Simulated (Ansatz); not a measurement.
## BSiNH7F: geometry relaxation (part 2 of 2)

Continued. System: BSiNH7F. Method: RKS PBE-D4/cc-pVDZ (Ansatz 0.2.0). It belongs to a series of runs on one base structure; here: end point A relaxed.

Geometry of the input (Å):
```
B  0.0888  0.3392  -0.3474
F  -0.6443  0.8369  0.6617
H  1.2990  0.4372  -0.2596
H  -0.5121  -0.0532  -1.3311
N  -0.1594  -1.8791  1.2354
H  -0.8638  -2.5804  0.9731
Si 1.2096  -2.4815  2.1985
H  1.7758  -3.6670  1.4570
H  2.2241  -1.3701  2.2759
H  0.8710  -2.9215  3.6120
H  -0.6554  -1.0514  1.6321
```

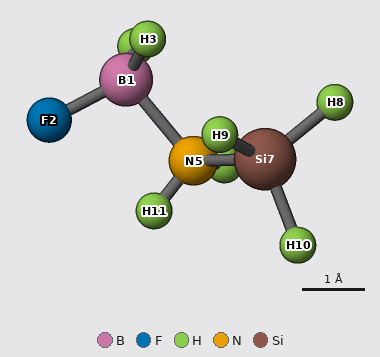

*The geometry at step 7 of the log (ball-and-stick view, seen at a tilt; atoms are numbered from 1 in the order of the input).*

### Output, continued
```
Atom 9 at     0.810742    -3.123329     3.071188 Å, force    -0.002104    -0.002498    -0.006359 eV/Å
Atom 10 at    -0.838525    -0.875607     1.923904 Å, force    -0.018014     0.000553     0.000084 eV/Å
Dipole moment:    -0.163802    -0.787100     0.636887 e Å
```

### Trajectory as extended XYZ (Å, eV, eV/Å), 10 of the 12 frames kept, from step=1 to step=12
```
11
Properties=species:S:1:pos:R:3:forces:R:3 step=1 energy=-12865.97611
B     0.0888    0.3392   -0.3474    0.3330  -0.5424  -0.2992
F    -0.6443    0.8369    0.6617   -0.3717   0.4547   0.4095
H     1.2990    0.4372   -0.2596   -0.0114  -0.0086   0.0022
H    -0.5121   -0.0532   -1.3311    0.0066  -0.0153   0.0165
N    -0.1594   -1.8791    1.2354   -0.2162   0.6766  -0.0014
H    -0.8638   -2.5804    0.9731    0.0202   0.0322   0.0137
Si    1.2096   -2.4815    2.1985    0.0106  -0.0235   0.0033
H     1.7758   -3.6670    1.4570   -0.0083   0.0246   0.0101
H     2.2241   -1.3701    2.2759   -0.0166  -0.0103   0.0059
H     0.8710   -2.9215    3.6120    0.0028   0.0054  -0.0355
H    -0.6554   -1.0514    1.6321    0.2509  -0.5933  -0.1250
11
Properties=species:S:1:pos:R:3:forces:R:3 step=2 energy=-12866.02568
B     0.0765    0.1771   -0.2385   -0.2744   1.0150   0.1078
F    -0.6619    0.9946    0.6209    0.3780  -0.8454  -0.2599
H     1.2841    0.3391   -0.1860    0.0016  -0.3753   0.2110
H    -0.5104   -0.1572   -1.2540   -0.0457  -0.4256   0.2071
N    -0.1393   -1.8160    1.1961   -0.3350   0.8000  -0.2967
H    -0.8239   -2.5201    0.8887    0.0016   0.0885  -0.0703
Si    1.2092   -2.4571    2.1658    0.4147  -0.0289   0.1401
H     1.7762   -3.6398    1.4228   -0.0481   0.0426  -0.0335
H     2.2275   -1.3526    2.2692   -0.0141  -0.0246   0.0042
H     0.8594   -2.9112    3.5716   -0.1013   0.0316  -0.0915
H    -0.6642   -1.0477    1.6510    0.0226  -0.2778   0.0817
11
Properties=species:S:1:pos:R:3:forces:R:3 step=3 energy=-12866.26496
B     0.0979    0.0435   -0.1549   -0.3412   0.2666   0.6931
F    -0.6441    0.9003    0.6861    0.3641  -0.5238  -0.3946
H     1.3082    0.1840   -0.0865   -0.0121  -0.1459   0.0105
H    -0.4944   -0.3220   -1.1578    0.0276  -0.2164   0.0963
N    -0.1429   -1.6878    1.1619   -0.6575   0.7492  -0.4212
H    -0.7876   -2.3902    0.7601    0.0914   0.2185   0.0463
Si    1.2004   -2.3850    2.1063    0.6299  -0.0788   0.2749
H     1.7518   -3.5623    1.3438   -0.0659   0.0711  -0.0653
H     2.2290   -1.2943    2.2398   -0.0066  -0.0448   0.0032
H     0.8335   -2.8625    3.4998   -0.1377   0.0491  -0.1328
H    -0.7185   -1.0144    1.7089    0.1081  -0.3447  -0.1104
11
Properties=species:S:1:pos:R:3:forces:R:3 step=5 energy=-12866.57742
B     0.1207   -0.2569    0.0782   -0.1047   0.6955  -0.3130
F    -0.5945    0.8061    0.7305    0.0601   0.1039  -0.0394
H     1.3336   -0.0568    0.0647    0.1048  -0.0569  -0.1337
H    -0.4335   -0.6123   -0.9592    0.1399   0.0462  -0.2295
N    -0.1661   -1.4792    1.1020   -0.8784  -0.5308   0.7075
H    -0.7484   -2.1815    0.6101    0.0777   0.1203   0.2215
Si    1.2209   -2.2492    1.9981    0.4831  -0.2199   0.3501
H     1.7171   -3.4064    1.1726   -0.0343   0.1130  -0.0519
H     2.2644   -1.1916    2.2001   -0.0562  -0.0280  -0.0064
H     0.7247   -2.7725    3.3322   -0.0302   0.0496  -0.1584
H    -0.8056   -0.9906    1.7782    0.2381  -0.2928  -0.3469
11
Properties=species:S:1:pos:R:3:forces:R:3 step=6 energy=-12866.64442
B     0.1195   -0.2207    0.0425   -0.1270   0.0598   0.1336
F    -0.5743    0.8361    0.6974    0.0128   0.0307  -0.0018
H     1.3378   -0.0507    0.0245    0.0825  -0.1260   0.0035
H    -0.4170   -0.5745   -1.0056    0.0252  -0.0864  -0.0374
N    -0.1872   -1.5137    1.1450   -0.2032   0.2566  -0.0800
H    -0.7728   -2.2170    0.6700    0.0141  -0.0034   0.0410
Si    1.2339   -2.2616    2.0213    0.0919  -0.0724   0.0540
H     1.7320   -3.3799    1.1465   -0.0010   0.0686   0.0126
H     2.2586   -1.1881    2.2267   -0.0399  -0.0158   0.0273
H     0.7196   -2.8051    3.3344    0.0665  -0.0152  -0.0519
H    -0.8168   -1.0159    1.8050    0.0780  -0.0965  -0.1009
11
Properties=species:S:1:pos:R:3:forces:R:3 step=7 energy=-12866.66536
B     0.1086   -0.2537    0.0362    0.3179  -0.1471   0.1632
F    -0.5050    0.8769    0.6296    0.0591   0.0443   0.0170
H     1.3572   -0.2353    0.0619   -0.1634   0.1294  -0.1384
H    -0.4130   -0.6007   -1.0232    0.0080  -0.0856   0.0286
N    -0.2455   -1.4796    1.1762   -0.0543  -0.0634  -0.0906
H    -0.8410   -2.2004    0.7387    0.0103   0.0153   0.0461
Si    1.2374   -2.2218    1.9881   -0.0481   0.0744   0.0804
H     1.8116   -3.2537    1.0637   -0.0419   0.0811  -0.1215
H     2.2149   -1.1441    2.3397   -0.0737   0.0612  -0.0659
H     0.7609   -2.8958    3.2451   -0.0540  -0.0846   0.0640
H    -0.8528   -0.9827    1.8516    0.0401  -0.0250   0.0171
11
Properties=species:S:1:pos:R:3:forces:R:3 step=8 energy=-12866.70126
B     0.1370   -0.3019    0.0494    0.1983   0.0448   0.0311
F    -0.4177    0.8908    0.5923    0.1368  -0.1524  -0.0375
H     1.3935   -0.3255    0.0384   -0.2893   0.0468   0.0147
H    -0.3908   -0.6679   -1.0028   -0.0160  -0.0351   0.0452
N    -0.2843   -1.4656    1.2105    0.0888  -0.1550   0.0335
H    -0.8903   -2.1932    0.7990    0.0284   0.0610   0.0046
Si    1.2233   -2.1989    1.9948    0.0098   0.0503  -0.1945
H     1.8310   -3.1011    0.9451   -0.0877   0.1292   0.1450
H     2.1303   -1.0683    2.3889   -0.1114  -0.0745   0.0257
H     0.7747   -2.9996    3.1998    0.0373   0.0143  -0.0762
H    -0.8735   -0.9596    1.8921    0.0048   0.0706   0.0084
11
Properties=species:S:1:pos:R:3:forces:R:3 step=10 energy=-12866.72537
B     0.1488   -0.3445    0.0405    0.0841  -0.0359   0.0192
F    -0.3189    0.8895    0.5558    0.0113  -0.0192  -0.0110
H     1.3939   -0.4262    0.0108   -0.0942   0.0076   0.0076
H    -0.4167   -0.7238   -0.9867   -0.0033   0.0113   0.0091
N    -0.3079   -1.4516    1.2370    0.0181  -0.1240   0.0162
H    -0.9446   -2.1715    0.8605    0.0292   0.0666   0.0099
Si    1.2179   -2.1748    1.9782    0.0219   0.0039  -0.0331
H     1.8912   -2.9595    0.8819   -0.0678   0.0864   0.1164
H     2.0314   -1.0265    2.5036   -0.0628  -0.0815  -0.0277
H     0.7986   -3.0990    3.1085    0.0361   0.0623  -0.0985
H    -0.8603   -0.9030    1.9173    0.0273   0.0226  -0.0081
11
Properties=species:S:1:pos:R:3:forces:R:3 step=11 energy=-12866.72806
B     0.1525   -0.3653    0.0474   -0.0209   0.0427  -0.1035
F    -0.3042    0.8805    0.5471    0.0109  -0.0339   0.0371
H     1.3918   -0.4537    0.0149    0.0076  -0.0045   0.0263
H    -0.4139   -0.7357   -0.9825    0.0067  -0.0257   0.0091
N    -0.3159   -1.4586    1.2430    0.1106   0.0654  -0.0491
H    -0.9721   -2.1605    0.8745   -0.0294  -0.0083   0.0315
Si    1.2154   -2.1653    1.9703    0.0132  -0.0693  -0.0030
H     1.9057   -2.9166    0.8747    0.0099  -0.0018  -0.0040
H     2.0022   -1.0196    2.5241   -0.0164   0.0067   0.0029
H     0.8048   -3.1166    3.0724    0.0143   0.0055   0.0007
H    -0.8330   -0.8794    1.9215   -0.1066   0.0231   0.0519
11
Properties=species:S:1:pos:R:3:forces:R:3 step=12 energy=-12866.72944
B     0.1535   -0.3639    0.0407    0.0000   0.0046   0.0165
F    -0.3012    0.8792    0.5473    0.0032   0.0068  -0.0147
H     1.3932   -0.4569    0.0161   -0.0035   0.0095  -0.0081
H    -0.4148   -0.7411   -0.9853    0.0056  -0.0012   0.0049
N    -0.3148   -1.4521    1.2448    0.0231  -0.0160  -0.0119
H    -0.9720   -2.1562    0.8809   -0.0192  -0.0022   0.0126
Si    1.2146   -2.1691    1.9697    0.0071   0.0048   0.0008
H     1.9092   -2.9119    0.8706   -0.0018  -0.0034   0.0011
H     1.9934   -1.0200    2.5277    0.0056  -0.0009   0.0052
H     0.8107   -3.1233    3.0712   -0.0021  -0.0025  -0.0064
H    -0.8385   -0.8756    1.9239   -0.0180   0.0006   0.0001
```

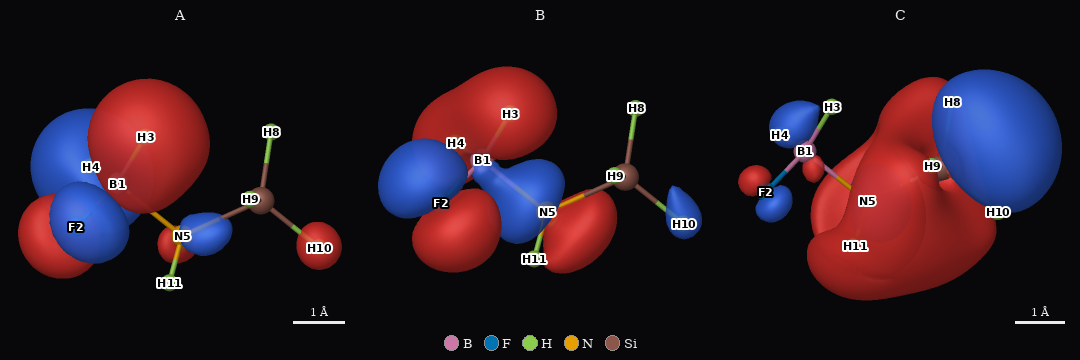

*Three frontier orbitals at ±0.08 Å⁻³ᐟ² (blue and red are the two phases).*

B is the HOMO−1 (−7.03 eV). By Hirshfeld shares it lies mainly on F2 (50 %), N5 (15 %) and B1 (15 %). A is the HOMO (−5.80 eV). It lies mainly on F2 (30 %), B1 (25 %), H4 (20 %) and H3 (20 %). C is the LUMO (−1.08 eV). Its weight (Hirshfeld) is mainly on Si7 (50 %), N5 (15 %) and H6 (10 %). The HOMO–LUMO gap is 4.72 eV between the orbital energies.

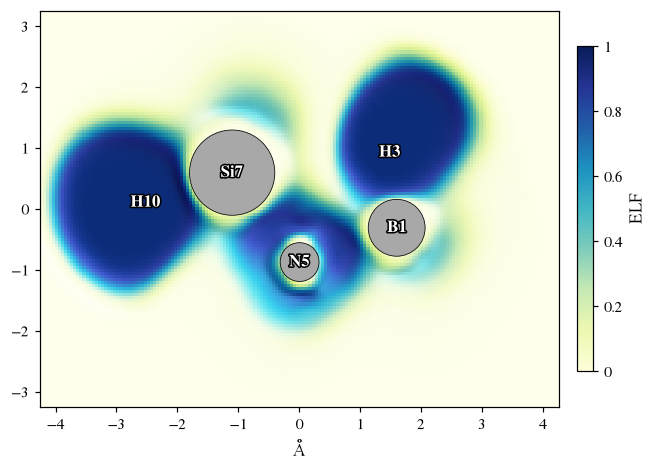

*Electron localisation function on the plane of atoms B1, N5 and Si7. Grey discs, where drawn, cover atomic cores.*

Si–H (1.51 Å): the ELF climbs to about 1 towards the hydrogen.

### Results in brief

- outcome: converged
- total energy: −12866.7295 eV
- mean-field energy: −12866.5395 eV
- largest force (length of the vector) at the end: 0.031 eV/Å
- hardware: 2 threads of Arm Neoverse V2, 24 GiB of memory available, shared host
- wall time: 21 s (CPU time 40 s)
- peak memory: 0.14 GiB
